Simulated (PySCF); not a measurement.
CH₃BrO, SMILES `Br.C=O`.

Computed with PySCF, r2SCAN/def2-SVPD, geometry: GFN2-xTB. GFN2-xTB bond lengths at metals and heavier atoms can be off by up to 0.1 Å and shapes distorted, which carries into these values.

The calculation's input:

```python
import numpy as np
from pyscf import gto, scf, dft
from pyscf.scf import atom_ks, atom_hf
from scipy.linalg import block_diag
from pyscf.dispersion import dftd3

def solve(mol, dm0=None, hcore=None):
    mf = (dft.UKS if mol.spin else dft.RKS)(mol, xc='r2scan')
    mf.grids.level = 3
    mf = mf.density_fit(auxbasis='def2-universal-jkfit')
    mf.conv_tol, mf.max_cycle = 1e-8, 80
    if hcore is not None:
        mf.get_hcore = lambda *args: hcore
    mf.kernel(dm0)
    if not mf.converged:
        mf = mf.newton().run(mf.mo_coeff, mf.mo_occ, max_cycle=30)
    assert mf.converged, 'SCF not converged'
    return mf

mol = gto.M(atom='''
Br    -1.26097     0.00681     0.00078
H     -2.39983    -0.80350    -0.06928
C      2.45221     0.28787     0.01954
O      3.49555    -0.28917    -0.01903
H      1.94757     0.67231    -0.88199
H      1.90839     0.47890     0.95917
''', basis='def2-svpd', charge=0, spin=0, verbose=4)
mol_a = gto.M(atom='''
Br    -1.26097     0.00681     0.00078
H     -2.39983    -0.80350    -0.06928
ghost-C      2.45221     0.28787     0.01954
ghost-O      3.49555    -0.28917    -0.01903
ghost-H      1.94757     0.67231    -0.88199
ghost-H      1.90839     0.47890     0.95917
''', basis='def2-svpd', charge=0, spin=0, verbose=4)
mol_b = gto.M(atom='''
ghost-Br    -1.26097     0.00681     0.00078
ghost-H     -2.39983    -0.80350    -0.06928
C      2.45221     0.28787     0.01954
O      3.49555    -0.28917    -0.01903
H      1.94757     0.67231    -0.88199
H      1.90839     0.47890     0.95917
''', basis='def2-svpd', charge=0, spin=0, verbose=4)
ab, a, b = solve(mol), solve(mol_a), solve(mol_b)
e_int = ab.e_tot - a.e_tot - b.e_tot
print('counterpoise-corrected interaction energy / kcal/mol', e_int * 627.5095)
def disp(atoms, charge):
    m = gto.M(atom=atoms, charge=charge, basis='sto-3g', spin=None, unit='Bohr', verbose=0)
    return dftd3.DFTD3Dispersion(m, xc='r2scan', version='d3bj').get_dispersion()['energy']
e_disp = disp(mol._atom, mol.charge) - disp(mol._atom[:2], mol_a.charge) - disp(mol._atom[2:], mol_b.charge)
print('D3(BJ) part / kcal/mol', e_disp * 627.5095)
# spherically averaged free atoms, for the promolecule
atm = atom_ks.get_atm_nrks(mol, xc='r2scan')
pro = block_diag(*[(atm[a[0]][2] * atm[a[0]][3]) @ atm[a[0]][2].T for a in mol._atom])
np.savez('result.npz', e_int=e_int, e_disp=e_disp, dm_a=a.make_rdm1(), dm_b=b.make_rdm1(), c=ab.mo_coeff, occ=ab.mo_occ, eps=ab.mo_energy, pro=pro, d=[f.dip_moment(verbose=0) for f in (ab, a, b)])
```

Run with:

```sh
OMP_NUM_THREADS=1 python input.py
```

The run took 37 s on 1 thread of Arm Neoverse V2 (shared host), peak memory 0.47 GiB.

Partitions, critical points and surface values were worked out afterwards from this run's density.

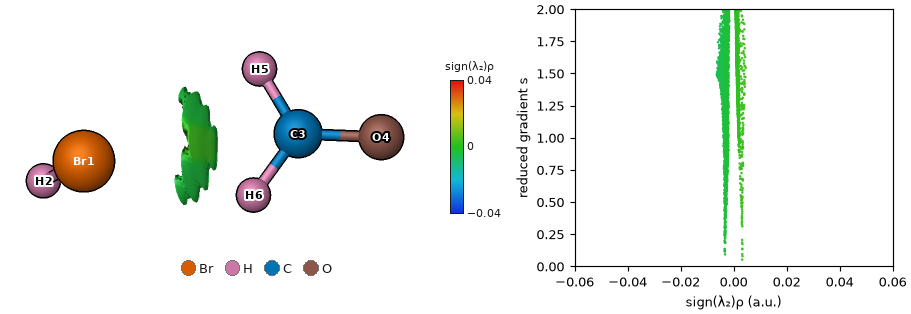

Non-covalent interaction surfaces between the fragments (reduced density gradient s = 0.5, coloured by sign(λ₂)ρ in a.u.; trimmed to the region between the fragments where ρ is under 0.06 a.u.). Fragment A: HBr (atoms 1–2); fragment B: H2CO. The plot gives s against sign(λ₂)ρ for grid points between the fragments.

> Which interactions hold the two fragments together?

Bond critical points between the fragments: Br1···H6, 3.35 Å, ρ = 0.003 a.u. It is weak and appears green (van der Waals range). The pose is a local one from a semi-empirical search, not shown to be the most stable.

> How strongly are they bound?

The counterpoise-corrected interaction energy of the frozen fragments is −0.3 kcal/mol without dispersion correction and −0.6 kcal/mol with D3(BJ). The pair geometry is semi-empirical, not a minimum at this level.
